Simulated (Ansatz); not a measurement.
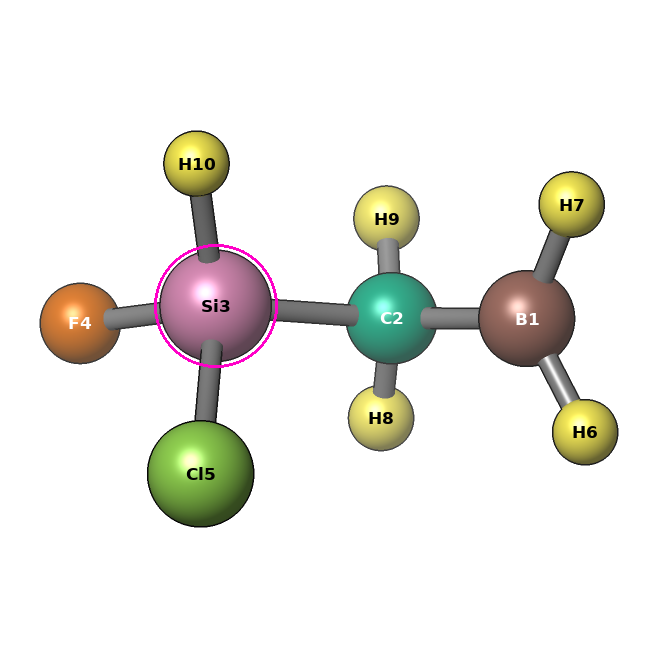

Atoms fade into the background with distance from the viewer. Circles mark the stereogenic atoms. The geometry was computed by an optimisation with PBE0-D4/def2-TZVP. No frequency run is at hand to confirm it as a minimum.

**Assign CIP descriptors.**

Si3: S (priorities Cl5 > F4 > C2 > H10).

**Write the isomeric SMILES.**

BC[Si@@H](F)Cl
